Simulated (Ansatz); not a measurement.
```xyz
11

Cl   -1.776    2.232    0.782
C    -0.200    1.667    0.017
B     0.004    0.133   -0.007
C    -0.441   -1.294    0.307
C     0.901   -1.043   -0.407
H    -0.181    2.085   -1.006
H     0.615    2.161    0.577
H    -1.247   -1.754   -0.272
H    -0.407   -1.660    1.337
H     1.819   -1.247    0.151
H     0.978   -1.338   -1.458
```

Where will the first 8 clear peaks of this molecule's radial distribution curve from gas electron diffraction lie, and which pairs make them?

Answer. Peak 1, 1.10 Å: C–H 1.09–1.11 Å (×6)
Peak 2, 1.54 Å: C–B 1.53–1.55 Å (×3), C–C 1.54 Å
Peak 3, 1.84 Å: Cl–C 1.84 Å
Peak 4, 2.31 Å: B···H 2.20–2.29 Å (×6), C···H 2.27 Å (×4), Cl···H 2.40 Å (×2), not resolved
Peak 5, 2.91 Å: Cl···B 2.86 Å, C···C 2.96–2.99 Å (×2), not resolved
Peak 6, 3.78 Å: C···H 3.55–3.63 Å (×6), Cl···C 3.80 Å, not resolved
Peak 7, 4.37 Å: Cl···H 4.16 Å (×2), Cl···C 4.39 Å, not resolved
Peak 8, 5.04 Å: Cl···H 5.03–5.04 Å (×2)

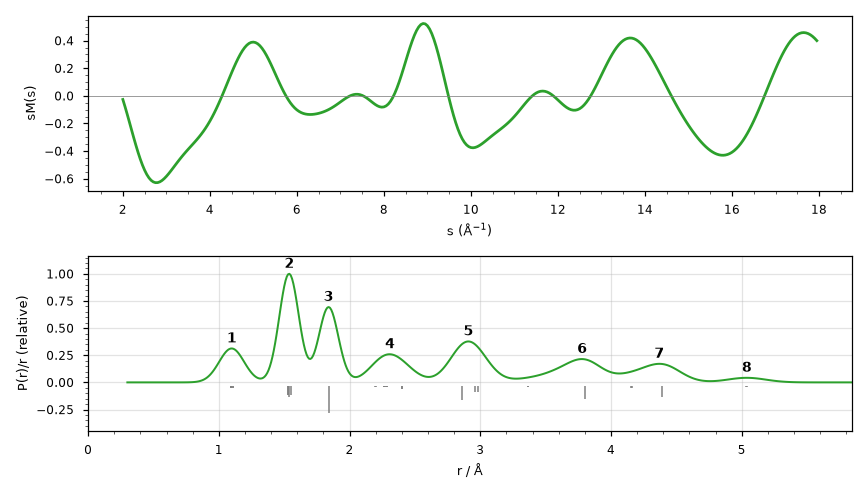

Simulated gas electron diffraction: reduced molecular intensity sM(s) from the Debye equation in the first Born approximation (top) and the radial distribution curve (bottom) of C3H6BCl. Each pair of atoms contributes with weight ZᵢZⱼ/r (bars below the curve); damping constant 0.0015 Å²; vibrational amplitudes assumed, not computed: 0.05 Å for bonds, 0.078 Å for bonds to H, 0.06 + 0.015 r up to 0.15 Å for other pairs. The geometry is the end point of an optimisation (RKS PBE0-D4/STO-3G (Ansatz 0.2.0)); it may be a saddle point or a higher isomer.
